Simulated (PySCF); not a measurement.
**[NdH3(H2O)]−: other functionals and bases at one geometry**

How far do other levels of theory move the description of [NdH3(H2O)]−, and what does each cost? The structure is generated, not taken from experiment.

The runs use PySCF 2.14.0; several levels, as the steps say, no spin–orbit coupling.

1 further run of the same task is left out (for a known fault of the program).

## 1. The starting structure

7 atoms, charge -1, spin multiplicity 1.

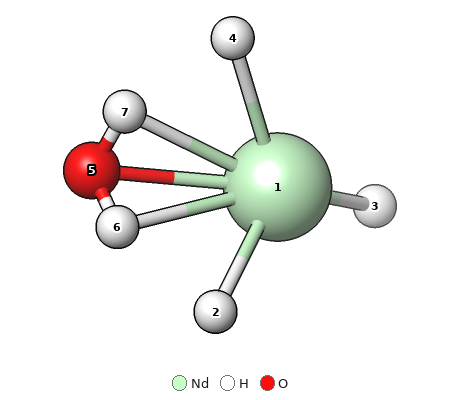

The structure; neodymium light green, hydrogen white, oxygen red; atoms are numbered from 1 in the order of the file.

Geometry (Å):

```xyz
7
H5NdO
Nd   -0.2469   -0.3982    0.3982
H     0.3862    1.8977    0.7383
H    -1.0450   -1.9920    1.9920
H     0.3862   -0.7383   -1.8977
O    -1.1517    1.3499   -1.3499
H    -0.5453    1.8771   -0.7655
H    -0.5453    0.7655   -1.8771
```

Formal oxidation states: Nd +2. Each metal's 4 4f electrons lie in its core potential, so multiplicities, spins and levels count the valence alone. An earlier session relaxed this geometry at PBE0, Nd lcecp-0-SVP with ECP50, H def2-SVP, O def2-SVP (singlet, point group Cs).

At PBE0 on the finer grid: E = -105.818195 Eh, frontier levels not given, since the 4f levels lie in the core, Mulliken charge on Nd1 +0.02 e, largest force component 0.003 eV/Å. 

Levels to run: HF; revPBE; PBE0, TZVP. Hardware: 2 threads of Arm Neoverse V1, shared host.

## 2. HF

run.py (the lines that set the calculation) reads:

```python
mol = gto.M(atom='''
Nd    -0.24692    -0.39822     0.39822
H      0.38623     1.89766     0.73829
H     -1.04497    -1.99203     1.99203
H      0.38623    -0.73829    -1.89766
O     -1.15167     1.34992    -1.34992
H     -0.54528     1.87713    -0.76549
H     -0.54528     0.76549    -1.87713''',
    basis={'Nd': 'lcecp-0-SVP', 'H': 'def2-SVP', 'O': 'def2-SVP'},
    ecp={'Nd': 'lcecp-0-SVP'},
    charge=-1, spin=0)
mf = scf.RHF(mol)
mf = mf.density_fit()  # fitting sets: Nd AutoAux, H def2-universal-JKFIT, O def2-universal-JKFIT
mf.conv_tol = 1e-08; mf.max_cycle = 55
mf.kernel(dm0)  # dm0: the density of the relaxed state
```

Command:

```console
> OMP_NUM_THREADS=2 python run.py
```

What it wrote:

```text
init E= -105.047173512695
cycle= 1 E= -105.05937276153  delta_E= -0.0122  |g|= 0.034  |ddm|= 0.379
cycle= 2 E= -105.06001397733  delta_E= -0.000641  |g|= 0.00911  |ddm|= 0.0753
cycle= 3 E= -105.060076775747  delta_E= -6.28e-05  |g|= 0.00247  |ddm|= 0.0274
cycle= 4 E= -105.06007934879  delta_E= -2.57e-06  |g|= 0.000994  |ddm|= 0.00417
cycle= 5 E= -105.060079923986  delta_E= -5.75e-07  |g|= 0.000199  |ddm|= 0.00241
cycle= 6 E= -105.060079955107  delta_E= -3.11e-08  |g|= 4.19e-05  |ddm|= 0.000614
cycle= 7 E= -105.060079956635  delta_E= -1.53e-09  |g|= 8.13e-06  |ddm|= 0.000135
Extra cycle  E= -105.060079956701  delta_E= -6.65e-11  |g|= 3.5e-06  |ddm|= 2.12e-05
converged SCF energy = -105.060079956701
```

Wall time 1.2 s (2 threads of Arm Neoverse V1, shared host).

Result: E = -105.060080 Eh, frontier levels not given, since the 4f levels lie in the core, Mulliken charge on Nd1 +0.37 e, largest force component 1.579 eV/Å. 

## 3. revPBE

run.py (the lines that set the calculation): that of step 2 with these lines changed.

```diff
@@ -11,3 +11,4 @@
     charge=-1, spin=0)
-mf = scf.RHF(mol)
+mf = dft.RKS(mol, xc='PBE_R,PBE')
+mf.grids.atom_grid = (75, 302)  # f atoms: unpruned, at least (60, 302)
 mf = mf.density_fit()  # fitting sets: Nd AutoAux, H def2-universal-JKFIT, O def2-universal-JKFIT
```

Command:

```console
> OMP_NUM_THREADS=2 python run.py
```

What it wrote:

```text
init E= -105.920793653255
cycle= 1 E= -105.92242861036  delta_E= -0.00163  |g|= 0.0305  |ddm|= 0.25
cycle= 2 E= -105.921811286554  delta_E= 0.000617  |g|= 0.0645  |ddm|= 0.0985
cycle= 3 E= -105.922652687671  delta_E= -0.000841  |g|= 0.00283  |ddm|= 0.0568
cycle= 4 E= -105.922656706792  delta_E= -4.02e-06  |g|= 0.00066  |ddm|= 0.00945
cycle= 5 E= -105.922656905148  delta_E= -1.98e-07  |g|= 0.000158  |ddm|= 0.00161
cycle= 6 E= -105.922656916642  delta_E= -1.15e-08  |g|= 2.9e-05  |ddm|= 0.0004
cycle= 7 E= -105.922656917  delta_E= -3.58e-10  |g|= 6.9e-06  |ddm|= 7.7e-05
Extra cycle  E= -105.922656917002  delta_E= -1.93e-12  |g|= 7.46e-06  |ddm|= 3.07e-05
converged SCF energy = -105.922656917002
```

Run time: 3.3 s. Hardware: 2 threads of Arm Neoverse V1, shared host.

Read off: E = -105.922657 Eh, frontier levels not given, since the 4f levels lie in the core, Mulliken charge on Nd1 -0.11 e, largest force component 0.834 eV/Å. 

## 4. PBE0, TZVP

Basis: Nd lcecp-0-TZVP with ECP50, H def2-TZVP, O def2-TZVP. 

run.py (the lines that set the calculation) reads:

```python
mol = gto.M(atom='''
Nd    -0.24692    -0.39822     0.39822
H      0.38623     1.89766     0.73829
H     -1.04497    -1.99203     1.99203
H      0.38623    -0.73829    -1.89766
O     -1.15167     1.34992    -1.34992
H     -0.54528     1.87713    -0.76549
H     -0.54528     0.76549    -1.87713''',
    basis={'Nd': 'lcecp-0-TZVP', 'H': 'def2-TZVP', 'O': 'def2-TZVP'},
    ecp={'Nd': 'lcecp-0-TZVP'},
    charge=-1, spin=0)
mf = dft.RKS(mol, xc='PBE0')
mf.grids.atom_grid = (75, 302)  # f atoms: unpruned, at least (60, 302)
mf = mf.density_fit()  # fitting sets: Nd AutoAux, H def2-universal-JKFIT, O def2-universal-JKFIT
mf.conv_tol = 1e-08; mf.max_cycle = 55
mf.kernel(dm0)  # dm0: free metal ions and neutral atoms
```

Command:

```console
> OMP_NUM_THREADS=2 python run.py
```

What it wrote:

```text
init E= -113.748871280652
cycle= 1 E= -90.1353815439721  delta_E= 23.6  |g|= 4.79  |ddm|= 4.46
cycle= 2 E= -31.0112058203923  delta_E= 59.1  |g|= 15.4  |ddm|= 11.1
cycle= 3 E= -62.3490734628801  delta_E= -31.3  |g|= 11.6  |ddm|= 8.36
cycle= 4 E= -75.7990644788097  delta_E= -13.4  |g|= 11.1  |ddm|= 4.28
cycle= 5 E= -80.8361871612369  delta_E= -5.04  |g|= 10.3  |ddm|= 2.17
cycle= 6 E= -88.7450175462607  delta_E= -7.91  |g|= 8.08  |ddm|= 4.24
cycle= 7 E= -93.8984452704175  delta_E= -5.15  |g|= 6.25  |ddm|=  2.5
cycle= 8 E= -100.27200994349  delta_E= -6.37  |g|= 4.26  |ddm|=  4.5
cycle= 9 E= -104.201917084748  delta_E= -3.93  |g|=  2.5  |ddm|= 2.81
cycle= 10 E= -104.265404285743  delta_E= -0.0635  |g|= 1.32  |ddm|= 5.05
cycle= 11 E= -105.582464606384  delta_E= -1.32  |g|= 0.872  |ddm|= 5.74
cycle= 12 E= -105.852914589354  delta_E= -0.27  |g|= 0.455  |ddm|= 1.14
cycle= 13 E= -105.91443698011  delta_E= -0.0615  |g|= 0.103  |ddm|= 0.516
cycle= 14 E= -105.917695729389  delta_E= -0.00326  |g|= 0.0271  |ddm|= 0.183
cycle= 15 E= -105.917984272952  delta_E= -0.000289  |g|= 0.00753  |ddm|= 0.0439
cycle= 16 E= -105.918003581331  delta_E= -1.93e-05  |g|= 0.0021  |ddm|= 0.0124
cycle= 17 E= -105.918005235744  delta_E= -1.65e-06  |g|= 0.000388  |ddm|= 0.00387
cycle= 18 E= -105.918005288368  delta_E= -5.26e-08  |g|= 6.01e-05  |ddm|= 0.000627
cycle= 19 E= -105.918005291487  delta_E= -3.12e-09  |g|= 2.29e-05  |ddm|= 0.000218
Extra cycle  E= -105.918005291584  delta_E= -9.74e-11  |g|= 2.71e-05  |ddm|= 6.23e-05
converged SCF energy = -105.918005291584
```

Run time: 8.5 s. Hardware: 2 threads of Arm Neoverse V1, shared host.

Result: E = -105.918005 Eh, frontier levels not given, since the 4f levels lie in the core, Mulliken charge on Nd1 +0.38 e, largest force component 0.186 eV/Å. 

## 5. All levels side by side

| level | state | charge on Nd1 (e) | dipole (D) | largest force (eV/Å) | basis functions | time |
| --- | --- | --- | --- | --- | --- | --- |
| PBE0 (relaxed here) | singlet | 0.02 | 0.23 | 0.00 | 70 | 6.9 s |
| HF | singlet | 0.37 | 0.32 | 1.58 | 70 | 1.2 s |
| revPBE | singlet | -0.11 | 0.24 | 0.83 | 70 | 3.3 s |
| PBE0, TZVP | singlet | 0.38 | 0.59 | 0.19 | 108 | 8.5 s |

Times are on 2 threads of Arm Neoverse V1, shared host; the first row also made further properties. The dipole of a charged species depends on the origin, so these sizes hold for this origin alone.

The largest leftover force, 1.58 eV/Å with HF, stands at a geometry relaxed at another level. The Mulliken charge on Nd spans -0.11 to +0.38 e over the levels. With 4f in the core, its levels are missing from HOMO and gap. Total energies of different levels can't be compared. Spin–orbit coupling is left out throughout.
